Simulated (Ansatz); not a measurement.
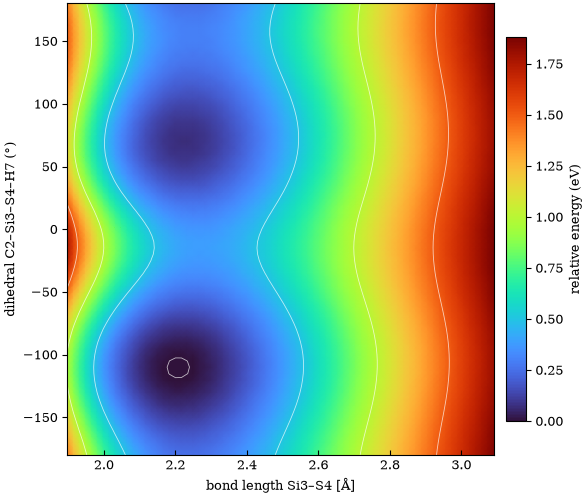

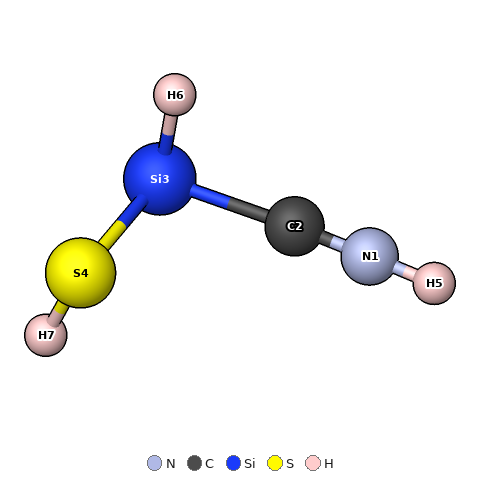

Energy landscape of CH₃NSSi, SMILES N=C=[SiH]S. The first coordinate is: bond length Si3–S4; the second: dihedral C2–Si3–S4–H7. Nothing is relaxed (all other coordinates rigid). The grid has 15 × 15 points. Points are written as (first, second). Energies are in eV, from the lowest grid point. Level of theory: Ansatz 0.2.0, RHF/def2-TZVP.

Drawn: a smooth colour map with a few white contour lines. Between grid points the surface is interpolated. The second picture is the structure at the lowest point.

Describe this landscape.

Answer. The lowest grid point is at (2.239 Å, −108°). A higher local minimum lies near (2.239 Å, 60°) (0.08 eV above the lowest at that grid point). The highest grid point, (3.090 Å, −12°), lies 1.88 eV above the lowest. On the interpolated surface the easiest way out of the lowest well to the well at about (2.22 Å, 70°) passes a barrier of about 0.3 eV. Round the minimum the two coordinates are nearly uncoupled.

The values on the grid:

| dihedral C2–Si3–S4–H7 ↓, bond length Si3–S4 → | 1.898 | 1.983 | 2.068 | 2.153 | 2.239 | 2.324 | 2.409 | 2.494 | 2.579 | 2.664 | 2.749 | 2.835 | 2.920 | 3.005 | 3.090 |
| --- | --- | --- | --- | --- | --- | --- | --- | --- | --- | --- | --- | --- | --- | --- | --- |
| 156 | 1.50 | 0.90 | 0.54 | 0.36 | 0.30 | 0.33 | 0.42 | 0.55 | 0.71 | 0.90 | 1.09 | 1.29 | 1.48 | 1.68 | 1.87 |
| 132 | 1.45 | 0.86 | 0.50 | 0.32 | 0.26 | 0.29 | 0.38 | 0.52 | 0.68 | 0.87 | 1.06 | 1.26 | 1.46 | 1.65 | 1.85 |
| 108 | 1.32 | 0.73 | 0.39 | 0.22 | 0.17 | 0.21 | 0.31 | 0.45 | 0.63 | 0.81 | 1.01 | 1.22 | 1.42 | 1.62 | 1.82 |
| 84 | 1.18 | 0.62 | 0.29 | 0.13 | 0.09 | 0.14 | 0.25 | 0.40 | 0.58 | 0.78 | 0.98 | 1.19 | 1.40 | 1.60 | 1.80 |
| 60 | 1.16 | 0.60 | 0.27 | 0.12 | 0.08 | 0.14 | 0.25 | 0.40 | 0.58 | 0.78 | 0.98 | 1.19 | 1.40 | 1.60 | 1.80 |
| 36 | 1.31 | 0.73 | 0.39 | 0.22 | 0.17 | 0.21 | 0.32 | 0.46 | 0.64 | 0.83 | 1.03 | 1.23 | 1.43 | 1.64 | 1.83 |
| 12 | 1.59 | 0.96 | 0.58 | 0.38 | 0.31 | 0.33 | 0.42 | 0.55 | 0.71 | 0.89 | 1.08 | 1.28 | 1.48 | 1.67 | 1.86 |
| −12 | 1.75 | 1.10 | 0.69 | 0.48 | 0.39 | 0.40 | 0.48 | 0.60 | 0.75 | 0.92 | 1.11 | 1.30 | 1.50 | 1.69 | 1.88 |
| −36 | 1.62 | 0.99 | 0.61 | 0.41 | 0.34 | 0.36 | 0.44 | 0.57 | 0.73 | 0.90 | 1.09 | 1.29 | 1.48 | 1.68 | 1.87 |
| −60 | 1.33 | 0.75 | 0.41 | 0.24 | 0.20 | 0.24 | 0.34 | 0.48 | 0.65 | 0.84 | 1.04 | 1.24 | 1.44 | 1.64 | 1.84 |
| −84 | 1.08 | 0.54 | 0.23 | 0.08 | 0.06 | 0.12 | 0.24 | 0.40 | 0.58 | 0.78 | 0.98 | 1.19 | 1.40 | 1.61 | 1.81 |
| −108 | 0.97 | 0.44 | 0.15 | 0.01 | 0.00 | 0.07 | 0.19 | 0.36 | 0.55 | 0.75 | 0.96 | 1.18 | 1.39 | 1.59 | 1.80 |
| −132 | 1.03 | 0.50 | 0.19 | 0.06 | 0.04 | 0.10 | 0.23 | 0.39 | 0.57 | 0.77 | 0.98 | 1.20 | 1.41 | 1.61 | 1.81 |
| −156 | 1.21 | 0.65 | 0.33 | 0.18 | 0.14 | 0.19 | 0.31 | 0.46 | 0.63 | 0.83 | 1.03 | 1.24 | 1.44 | 1.64 | 1.84 |
| −180 | 1.40 | 0.82 | 0.47 | 0.30 | 0.25 | 0.29 | 0.39 | 0.53 | 0.69 | 0.88 | 1.07 | 1.28 | 1.48 | 1.67 | 1.86 |

The whole map (225 points run) took 15 min on 1 thread of Arm Neoverse V2, on a shared host.
